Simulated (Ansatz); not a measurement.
# C₄H₁₃AlO: one molecule under many settings

How do the results and run time of C₄H₁₃AlO respond when the settings are drawn wide?

Method: the settings change from run to run; program: Ansatz 0.2.0, Gaussian basis.

1 further run of the same task is left out (it didn't finish).

## 1. The relaxed structure

An earlier PBE0-D4 in a triple-zeta def2 set relaxation fixed the geometry.

SMILES `C[O+](C)[AlH-]([CH3])[CH3]`, 19 atoms, charge 0, spin multiplicity 1.

Atoms are counted from 1 here; the program's logs count them from 0.

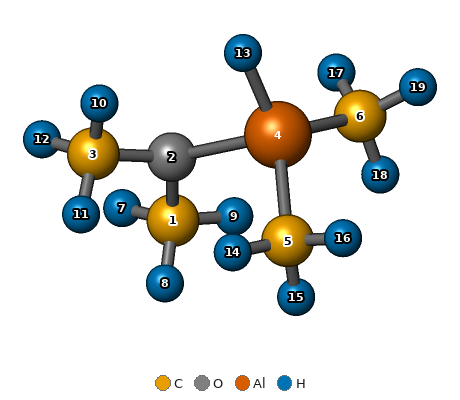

The geometry (carbon amber, oxygen grey, aluminium orange, hydrogen blue); atoms are numbered from 1 in the order of the file.

## 2. HSE06/6-31G

Options: density fitting with def2-universal-jkfit, a point charge of 0.50 e beside it, the search for lower states set to light.

File in.yaml:

```yaml
crystal:
  periodic: [false, false, false]
  atoms:
    - {symbol: C, position_ang: [0.326342, -1.575744, 0.843181]}
    - {symbol: O, position_ang: [0.922332, -0.423481, 0.260484]}
    - {symbol: C, position_ang: [1.953163, -0.736091, -0.669702]}
    - {symbol: Al, position_ang: [-0.241127, 1.158374, -0.145764]}
    - {symbol: C, position_ang: [-1.340469, 0.446190, -1.625182]}
    - {symbol: C, position_ang: [-1.118693, 1.441636, 1.598149]}
    - {symbol: H, position_ang: [1.092349, -2.156697, 1.362375]}
    - {symbol: H, position_ang: [-0.149734, -2.188736, 0.072460]}
    - {symbol: H, position_ang: [-0.419498, -1.226620, 1.554112]}
    - {symbol: H, position_ang: [2.334144, 0.211483, -1.045583]}
    - {symbol: H, position_ang: [1.552423, -1.333234, -1.493889]}
    - {symbol: H, position_ang: [2.746022, -1.287610, -0.158685]}
    - {symbol: H, position_ang: [0.955325, 2.151320, -0.556271]}
    - {symbol: H, position_ang: [-0.745634, 0.128217, -2.488660]}
    - {symbol: H, position_ang: [-1.963542, -0.403775, -1.323647]}
    - {symbol: H, position_ang: [-2.029334, 1.214393, -1.994793]}
    - {symbol: H, position_ang: [-0.410469, 1.429078, 2.433781]}
    - {symbol: H, position_ang: [-1.910843, 0.717937, 1.819419]}
    - {symbol: H, position_ang: [-1.594458, 2.429060, 1.614617]}
basis:
  gaussian: {orbitals: 6-31G, fitting: {mean_field: def2-universal-jkfit}, point_charges: [{charge: 0.50, position_ang: [6.490, 0.977, -0.931]}]}
hamiltonian: {xc: {name: HSE06}}
scf: {lower_state_search: light}
```

Started as:

```
$ ansatz run in.yaml --threads 4 --pin off --events-out ev --progress --plain --max-ram 11315MiB
```

Log:

```text
Functional definition: HSE06
  name "HSE06"
  cite "Heyd, Scuseria & Ernzerhof, J. Chem. Phys. 118, 8207 (2003) doi:10.1063/1.1564060"
  cite "Krukau, Vydrov, Izmaylov & Scuseria, J. Chem. Phys. 125, 224106 (2006) doi:10.1063/1.2404663"
  cite "Heyd & Scuseria, J. Chem. Phys. 120, 7274 (2004) doi:10.1063/1.1668634"
  cite "Ernzerhof & Perdew, J. Chem. Phys. 109, 3313 (1998) doi:10.1063/1.476928"
  cite "Perdew, Burke & Ernzerhof, Phys. Rev. Lett. 77, 3865 (1996) doi:10.1103/PhysRevLett.77.3865"
  parent pbe
  parameter a = 0.25
  parameter omega = 0.11/bohr
  # The whole range is PBE's own exchange, as in plane waves. The composition of these papers is wPBEh.
  exchange = pbe_x - a*pbe_x_sr(omega) + a*exact_x_sr(omega)
  correlation = pbe_c
739 factors; integrals over basis functions are off by at most 7.9e-2 eV
739 factors; integrals over basis functions are off by at most 1.8e-7 eV
mean field evaluation 1: about -12979.6745 eV, gradient 6.7e1 eV
mean field evaluation 2: about -12975.3982 eV, gradient 7.4e1 eV
mean field evaluation 4: about -12990.3835 eV, gradient 3.6e0 eV
mean field evaluation 8: about -12990.4018 eV, gradient 2.1e-2 eV
mean field -12990.40183074 eV, -477.3884620691 hartree, gradient 6.4e-5 eV, S^2 0.000000; 0 other end points of the search recorded, 0 dependent functions left out
reference -12990.40186812 eV, -477.3884634428 hartree; 29, 29 occupied and 55, 55 virtual orbitals, 739 factors
Total energy: -12990.40186812 eV, -477.3884634428 hartree
```

It took 1.3 s on 4 threads of Arm Neoverse V2, shared host.

## 3. revPBE0/6-31G

Set apart from the defaults: D3(BJ) dispersion, the search for lower states set to full.

in.yaml: that of step 2 with these lines changed.

```diff
@@ -23,4 +23,5 @@
 basis:
-  gaussian: {orbitals: 6-31G, fitting: {mean_field: def2-universal-jkfit}, point_charges: [{charge: 0.50, position_ang: [6.490, 0.977, -0.931]}]}
-hamiltonian: {xc: {name: HSE06}}
-scf: {lower_state_search: light}
+  gaussian: {orbitals: 6-31G}
+hamiltonian: {xc: {name: revPBE0}, dispersion: d3bj}
+scf: {lower_state_search: full}
+output: {forces: true}
```

Launched as before.

Log, cut to the lines that bear on the results:

```text
Functional definition: revPBE0
  name "revPBE0"
  cite "Zhang & Yang, Phys. Rev. Lett. 80, 890 (1998) doi:10.1103/PhysRevLett.80.890"
  cite "Adamo & Barone, J. Chem. Phys. 110, 6158 (1999) doi:10.1063/1.478522"
  cite "Perdew, Burke & Ernzerhof, Phys. Rev. Lett. 77, 3865 (1996) doi:10.1103/PhysRevLett.77.3865"
[...]
1137 factors; integrals over basis functions are off by at most 1.9e-4 eV
[...]
mean field -12997.68178182 eV, -477.6559953368 hartree, gradient 4.5e-5 eV, S^2 0.000000; 0 other end points of the search recorded, 0 dependent functions left out
[...]
reference -12997.68181625 eV, -477.6559966021 hartree; 29, 29 occupied and 55, 55 virtual orbitals, 1137 factors
Total energy: -12998.53012923 eV, -477.6871715292 hartree
Atom 0 at     0.326342    -1.575744     0.843181 Å, force    -0.526576    -0.783798     0.620546 eV/Å
[...]
Atom 9 at     2.334144     0.211483    -1.045583 Å, force     0.029176     0.009694    -0.007995 eV/Å
Atom 10 at     1.552423    -1.333234    -1.493889 Å, force    -0.007221    -0.023195    -0.055739 eV/Å
Atom 11 at     2.746022    -1.287610    -0.158685 Å, force     0.053489    -0.015751     0.001580 eV/Å
Atom 12 at     0.955325     2.151320    -0.556271 Å, force     0.211912     0.191158    -0.096005 eV/Å
Atom 13 at    -0.745634     0.128217    -2.488660 Å, force     0.104239    -0.036110    -0.080711 eV/Å
Atom 14 at    -1.963542    -0.403775    -1.323647 Å, force    -0.047399    -0.100573     0.074352 eV/Å
Atom 15 at    -2.029334     1.214393    -1.994793 Å, force    -0.069846     0.122417    -0.015207 eV/Å
Atom 16 at    -0.410469     1.429078     2.433781 Å, force     0.119203    -0.021681     0.055233 eV/Å
Atom 17 at    -1.910843     0.717937     1.819419 Å, force    -0.080666    -0.109407    -0.013989 eV/Å
Atom 18 at    -1.594458     2.429060     1.614617 Å, force    -0.061027     0.131959    -0.015597 eV/Å
Dipole moment:     0.404557    -0.953769     0.069465 e Å
```

It took 2 s on 4 threads of Arm Neoverse V2, shared host.

Largest force 1.130 eV/Å, dipole 4.99 D.

## 4. wB97X/6-31G

Set apart from the defaults: a grid of angular degree 23.

in.yaml: that of step 3 with these lines changed.

```diff
@@ -23,5 +23,3 @@
 basis:
-  gaussian: {orbitals: 6-31G}
-hamiltonian: {xc: {name: revPBE0}, dispersion: d3bj}
-scf: {lower_state_search: full}
-output: {forces: true}
+  gaussian: {orbitals: 6-31G, final_grid: {core_spheres: 8, valence_spheres: 7, degree: 23}}
+hamiltonian: {xc: {name: wB97X}}
```

Launched as before.

Log, cut to the lines that bear on the results:

```text
Functional definition: wB97X
  name "wB97X"
  cite "Chai & Head-Gordon, J. Chem. Phys. 128, 084106 (2008) doi:10.1063/1.2834918"
  cite "Becke, J. Chem. Phys. 107, 8554 (1997) doi:10.1063/1.475007"
[...]
  # The coefficients of nought are those of the uniform gas.
[...]
      + exact_x_lr(omega)
[...]
      + integral(e_c_pw_opposite_spin*poly(b97_u_opposite, 1, cos1, cos2, cos3, cos4))
1137 factors; integrals over basis functions are off by at most 1.9e-4 eV
431 factors; integrals over basis functions are off by at most 3.9e-6 eV
[...]
mean field -13000.11708582 eV, -477.7454911080 hartree, gradient 2.5e-5 eV, S^2 0.000000; 0 other end points of the search recorded, 0 dependent functions left out
reference -13000.11705929 eV, -477.7454901332 hartree; 29, 29 occupied and 55, 55 virtual orbitals, 1137 factors
Total energy: -13000.11705929 eV, -477.7454901332 hartree
```

It took 1.2 s on 4 threads of Arm Neoverse V2, shared host.

## 5. r2SCAN50/def2-TZVP

Options: D3(BJ) dispersion, the search for lower states set to off.

in.yaml: that of step 4 with these lines changed.

```diff
@@ -23,3 +23,5 @@
 basis:
-  gaussian: {orbitals: 6-31G, final_grid: {core_spheres: 8, valence_spheres: 7, degree: 23}}
-hamiltonian: {xc: {name: wB97X}}
+  gaussian: {orbitals: def2-TZVP}
+hamiltonian: {xc: {name: r2SCAN50}, dispersion: d3bj}
+scf: {lower_state_search: off}
+output: {forces: true}
```

The command is unchanged.

Log, cut to the lines that bear on the results:

```text
Warning: the engine holds no damping parameters fitted to this dispersion correction and functional, so the run takes those fitted to r2scan50 beside the three-body term, which d3bj leaves out (hamiltonian.dispersion, under Limitations)
Functional definition: r2SCAN50
  name "r2SCAN50"
  cite "Bursch, Neugebauer, Ehlert & Grimme, J. Chem. Phys. 156, 134105 (2022) doi:10.1063/5.0086040"
  cite "Furness, Kaplan, Ning, Perdew & Sun, J. Phys. Chem. Lett. 11, 8208 (2020) doi:10.1021/acs.jpclett.0c02405"
  cite "Furness, Kaplan, Ning, Perdew & Sun, J. Phys. Chem. Lett. 11, 9248 (2020) doi:10.1021/acs.jpclett.0c03077"
  parent r2scan
[...]
1925 factors; their error is unknown
[...]
mean field -13001.23359555 eV, -477.7865220840 hartree, gradient 4.6e-6 eV, S^2 0.000000; 0 other end points of the search recorded, 0 dependent functions left out
[...]
reference -13001.23360487 eV, -477.7865224263 hartree; 29, 29 occupied and 241, 241 virtual orbitals, 1925 factors
[...]
Atom 9 at     2.334144     0.211483    -1.045583 Å, force    -0.111677    -0.289526     0.115195 eV/Å
Atom 10 at     1.552423    -1.333234    -1.493889 Å, force     0.088071     0.184027     0.272454 eV/Å
Atom 11 at     2.746022    -1.287610    -0.158685 Å, force    -0.260389     0.172593    -0.135506 eV/Å
Atom 12 at     0.955325     2.151320    -0.556271 Å, force    -0.124865    -0.089196     0.036741 eV/Å
Atom 13 at    -0.745634     0.128217    -2.488660 Å, force    -0.157712     0.081695     0.229510 eV/Å
Atom 14 at    -1.963542    -0.403775    -1.323647 Å, force     0.167282     0.223400    -0.079717 eV/Å
Atom 15 at    -2.029334     1.214393    -1.994793 Å, force     0.183445    -0.207703     0.096869 eV/Å
Atom 16 at    -0.410469     1.429078     2.433781 Å, force    -0.186978    -0.002690    -0.223372 eV/Å
Atom 17 at    -1.910843     0.717937     1.819419 Å, force     0.213842     0.192322    -0.058343 eV/Å
Atom 18 at    -1.594458     2.429060     1.614617 Å, force     0.125054    -0.264261     0.001657 eV/Å
Dipole moment:     0.437936    -0.913005     0.093212 e Å
Checks for a lower state left out: stability, starts, cluster_reference, orbital_swaps, neighbouring_geometries, increment
```

Run time: 7.5 s. Hardware: 4 threads of Arm Neoverse V2, shared host; peak memory 0.95 GiB.

Largest force 0.413 eV/Å, dipole 4.88 D.

## 6. BLYP/def2-TZVP

Set apart from the defaults: D3(BJ) with three-body dispersion.

in.yaml: that of step 5 with these lines changed.

```diff
@@ -24,4 +24,3 @@
   gaussian: {orbitals: def2-TZVP}
-hamiltonian: {xc: {name: r2SCAN50}, dispersion: d3bj}
-scf: {lower_state_search: off}
+hamiltonian: {xc: {name: BLYP}, dispersion: d3bjatm}
 output: {forces: true}
```

Same command.

Log, cut to the lines that bear on the results:

```text
Functional definition: BLYP
  name "BLYP"
  cite "Becke, Phys. Rev. A 38, 3098 (1988) doi:10.1103/PhysRevA.38.3098"
  cite "Lee, Yang & Parr, Phys. Rev. B 37, 785 (1988) doi:10.1103/PhysRevB.37.785"
[...]
1702 factors; their error is unknown
[...]
mean field -13003.87215684 eV, -477.8834874227 hartree, gradient 1.8e-5 eV, S^2 0.000000; 0 other end points of the search recorded, 0 dependent functions left out
[...]
reference -13003.87263193 eV, -477.8835048821 hartree; 29, 29 occupied and 241, 241 virtual orbitals, 1702 factors
Total energy: -13004.71246324 eV, -477.9143681133 hartree
Atom 0 at     0.326342    -1.575744     0.843181 Å, force    -0.310805    -0.500867     0.329526 eV/Å
Atom 1 at     0.922332    -0.423481     0.260484 Å, force    -0.132337     0.653044     0.213159 eV/Å
Atom 2 at     1.953163    -0.736091    -0.669702 Å, force     0.511846    -0.087124    -0.435469 eV/Å
[...]
Atom 9 at     2.334144     0.211483    -1.045583 Å, force     0.065704     0.123224    -0.061958 eV/Å
Atom 10 at     1.552423    -1.333234    -1.493889 Å, force    -0.046331    -0.105732    -0.151964 eV/Å
Atom 11 at     2.746022    -1.287610    -0.158685 Å, force     0.146923    -0.100137     0.067688 eV/Å
Atom 12 at     0.955325     2.151320    -0.556271 Å, force     0.001184     0.013609    -0.001127 eV/Å
Atom 13 at    -0.745634     0.128217    -2.488660 Å, force     0.089058    -0.058052    -0.141127 eV/Å
Atom 14 at    -1.963542    -0.403775    -1.323647 Å, force    -0.097800    -0.138170     0.042549 eV/Å
Atom 15 at    -2.029334     1.214393    -1.994793 Å, force    -0.118564     0.119268    -0.069095 eV/Å
Atom 16 at    -0.410469     1.429078     2.433781 Å, force     0.107674    -0.003965     0.143298 eV/Å
Atom 17 at    -1.910843     0.717937     1.819419 Å, force    -0.123854    -0.116590     0.043001 eV/Å
Atom 18 at    -1.594458     2.429060     1.614617 Å, force    -0.083486     0.161819     0.013987 eV/Å
Dipole moment:     0.427835    -0.875025     0.097777 e Å
```

Wall time 3.8 s (4 threads of Arm Neoverse V2, shared host).

Largest force 0.700 eV/Å, dipole 4.70 D.

## 7. B97/cc-pVTZ-DK

in.yaml: that of step 6 with these lines changed.

```diff
@@ -23,4 +23,3 @@
 basis:
-  gaussian: {orbitals: def2-TZVP}
-hamiltonian: {xc: {name: BLYP}, dispersion: d3bjatm}
-output: {forces: true}
+  gaussian: {orbitals: cc-pVTZ-DK}
+hamiltonian: {xc: {name: B97}}
```

The command is unchanged.

Log, cut to the lines that bear on the results:

```text
Functional definition: B97
  name "B97"
  cite "Becke, J. Chem. Phys. 107, 8554 (1997) doi:10.1063/1.475007"
[...]
      + integral(e_c_pw_opposite_spin*poly(b97_u_opposite, cos0, cos1, cos2))
1891 factors; their error is unknown
[...]
mean field -13019.05910658 eV, -478.4415975315 hartree, gradient 7.9e-5 eV, S^2 0.000000; 0 other end points of the search recorded, 0 dependent functions left out
reference -13019.05914079 eV, -478.4415987887 hartree; 29, 29 occupied and 337, 337 virtual orbitals, 1891 factors
Total energy: -13019.05914079 eV, -478.4415987887 hartree
Relativity: scalar
```

It took 11 s on 4 threads of Arm Neoverse V2, shared host; peak memory 1.1 GiB.

## 8. wB97M-V/STO-3G

in.yaml: that of step 7 with these lines changed.

```diff
@@ -23,3 +23,4 @@
 basis:
-  gaussian: {orbitals: cc-pVTZ-DK}
-hamiltonian: {xc: {name: B97}}
+  gaussian: {orbitals: STO-3G}
+hamiltonian: {xc: {name: wB97M-V}}
+output: {forces: true}
```

The command is unchanged.

Log, cut to the lines that bear on the results:

```text
Functional definition: wB97M-V
  name "wB97M-V"
  cite "Mardirossian & Head-Gordon, J. Chem. Phys. 144, 214110 (2016) doi:10.1063/1.4952647"
  cite "Becke, J. Chem. Phys. 107, 8554 (1997) doi:10.1063/1.475007"
  cite "Vydrov & Van Voorhis, J. Chem. Phys. 133, 244103 (2010) doi:10.1063/1.3521275"
  # Of w^i u^j: cxij and so on, Table III.
[...]
  gx(w, u) = 1 - cx + cx01*u + cx10*w
  gss(w, u) = css00 + css04*u^4 + css10*w + css20*w^2 + css43*w^4*u^3
  gos(w, u) = cos00 + cos10*w + (cos20 + cos21*u)*w^2 + (cos60 + cos61*u)*w^6
[...]
      + integral(e_c_pw_mod_opposite_spin*gos(b97_w_opposite, b97_u_opposite)) + vv10(b, c)
630 factors; integrals over basis functions are off by at most 7.1e-5 eV
272 factors; integrals over basis functions are off by at most 2.0e-6 eV
[...]
Atom 9 at     2.334144     0.211483    -1.045583 Å, force     0.243962     0.507722    -0.243837 eV/Å
Atom 10 at     1.552423    -1.333234    -1.493889 Å, force    -0.032388    -0.340351    -0.517741 eV/Å
Atom 11 at     2.746022    -1.287610    -0.158685 Å, force     0.484043    -0.316660     0.107373 eV/Å
Atom 12 at     0.955325     2.151320    -0.556271 Å, force    -1.519844    -1.295248     0.533854 eV/Å
Atom 13 at    -0.745634     0.128217    -2.488660 Å, force    -0.013246    -0.044831     0.035632 eV/Å
Atom 14 at    -1.963542    -0.403775    -1.323647 Å, force     0.037978    -0.009658    -0.057828 eV/Å
Atom 15 at    -2.029334     1.214393    -1.994793 Å, force     0.026751    -0.027595     0.018336 eV/Å
Atom 16 at    -0.410469     1.429078     2.433781 Å, force    -0.041947    -0.055223     0.012141 eV/Å
Atom 17 at    -1.910843     0.717937     1.819419 Å, force     0.051194    -0.017096     0.039719 eV/Å
Atom 18 at    -1.594458     2.429060     1.614617 Å, force     0.013741    -0.035170     0.020209 eV/Å
Dipole moment:     0.528195    -0.850544     0.068402 e Å
```

It took 4.6 s on 4 threads of Arm Neoverse V2, shared host.

Largest force 3.332 eV/Å, dipole 4.82 D.

## 9. SPW92/cc-pVTZ-DK

in.yaml: that of step 8 with these lines changed.

```diff
@@ -23,4 +23,3 @@
 basis:
-  gaussian: {orbitals: STO-3G}
-hamiltonian: {xc: {name: wB97M-V}}
-output: {forces: true}
+  gaussian: {orbitals: cc-pVTZ-DK}
+hamiltonian: {xc: {name: SPW92}}
```

The command is unchanged.

Log:

```text
Functional definition: SPW92
  name "SPW92"
  cite "Dirac, Proc. Camb. Phil. Soc. 26, 376 (1930) doi:10.1017/S0305004100016108"
  cite "Slater, Phys. Rev. 81, 385 (1951) doi:10.1103/PhysRev.81.385"
  cite "Perdew & Wang, Phys. Rev. B 45, 13244 (1992) doi:10.1103/PhysRevB.45.13244"
  exchange = slater_x
  correlation = pw_c
1877 factors; their error is unknown
mean field evaluation 1: about -12909.7843 eV, gradient 1.1e2 eV
mean field evaluation 2: about -12870.9304 eV, gradient 1.5e2 eV
mean field evaluation 4: about -12935.6997 eV, gradient 1.8e1 eV
mean field evaluation 8: about -12936.2274 eV, gradient 3.6e-1 eV
mean field evaluation 16: about -12936.1867 eV, gradient 5.7e-4 eV
mean field -12936.18666840 eV, -475.3960916013 hartree, gradient 6.5e-5 eV, S^2 0.000000; 0 other end points of the search recorded, 0 dependent functions left out
reference -12936.18671935 eV, -475.3960934736 hartree; 29, 29 occupied and 337, 337 virtual orbitals, 1877 factors
Total energy: -12936.18671935 eV, -475.3960934736 hartree
Relativity: scalar
```

Wall time 2.6 s (4 threads of Arm Neoverse V2, shared host).

## 10. B3LYP5/def2-TZVPP

Options: charge +1, multiplicity 2, density fitting with def2-universal-jkfit, relativity set to scalar, high accuracy.

in.yaml: that of step 9 with these lines changed.

```diff
@@ -23,3 +23,6 @@
 basis:
-  gaussian: {orbitals: cc-pVTZ-DK}
-hamiltonian: {xc: {name: SPW92}}
+  gaussian: {orbitals: def2-TZVPP, fitting: {mean_field: def2-universal-jkfit}}
+total_charge: 1
+magnetization: {spin_polarized: true, initial_magnetization: 1}
+hamiltonian: {xc: {name: B3LYP5}, pseudopotentials: {relativity: scalar}}
+accuracy: high
```

Launched as before.

Log, cut to the lines that bear on the results:

```text
Functional definition: B3LYP5
  name "B3LYP5"
  cite "Stephens, Devlin, Chabalowski & Frisch, J. Phys. Chem. 98, 11623 (1994) doi:10.1021/j100096a001"
  cite "Becke, Phys. Rev. A 38, 3098 (1988) doi:10.1103/PhysRevA.38.3098"
  cite "Lee, Yang & Parr, Phys. Rev. B 37, 785 (1988) doi:10.1103/PhysRevB.37.785"
  cite "Vosko, Wilk & Nusair, Can. J. Phys. 58, 1200 (1980) doi:10.1139/p80-159"
[...]
739 factors; integrals over basis functions are off by at most 1.1e0 eV
[...]
mean field -13007.51386971 eV, -478.0173179024 hartree, gradient 2.9e-8 eV, S^2 0.757490; 3 other end points of the search recorded, 0 dependent functions left out
reference -13007.51392492 eV, -478.0173199310 hartree; 29, 28 occupied and 350, 351 virtual orbitals, 739 factors
Total energy: -13007.51392492 eV, -478.0173199310 hartree
Relativity: scalar
```

It took 39 s on 4 threads of Arm Neoverse V2, shared host; peak memory 1.2 GiB.

⟨S²⟩ 0.757.

## 11. The runs in one table

```csv
level,charge,multiplicity,geometry,functions,energy (eV),time
HSE06/6-31G,0,1,"relaxed, point charge",84,-12990.402,1.3 s
revPBE0/6-31G,0,1,relaxed,84,-12998.530,2 s
wB97X/6-31G,0,1,relaxed,84,-13000.117,1.2 s
r2SCAN50/def2-TZVP,0,1,relaxed,270,-13001.391,7.5 s
BLYP/def2-TZVP,0,1,relaxed,270,-13004.712,3.8 s
B97/cc-pVTZ-DK,0,1,relaxed,366,-13019.059,11 s
wB97M-V/STO-3G,0,1,relaxed,47,-12845.421,4.6 s
SPW92/cc-pVTZ-DK,0,1,relaxed,366,-12936.187,2.6 s
B3LYP5/def2-TZVPP,1,2,relaxed,379,-13007.514,39 s
```

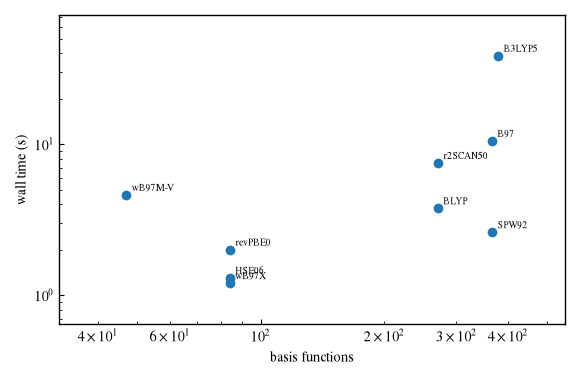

Wall time against the number of basis functions (shared host).

## 12. Results

| quantity | value |
| --- | --- |
| runs | 9 |
| quickest | wB97X/6-31G, 1.2 s |
| slowest | B3LYP5/def2-TZVPP, 39 s |
| spread of total energies, same state and geometry | 173.6 eV |
| dipole, same state and geometry | 4.70 to 4.99 D |

Run time spans a factor of 32, from wB97X/6-31G to B3LYP5/def2-TZVPP. The jobs differ in tasks and options as well as level. Total energies at one charge and spin differ by 174 eV between levels, so only differences within one level mean anything. Some of these runs are scalar-relativistic and others not, which shifts the totals of all-electron atoms past neon by eV; core potentials, where a basis has them, take the core out of the total altogether. At the PBE0-D4/def2-TZVP geometry and in the same state, runs without warnings or point charges leave forces up to 3.33 eV/Å (wB97M-V/STO-3G). At that geometry and state the dipole changes by 6 % between the lowest and highest value.
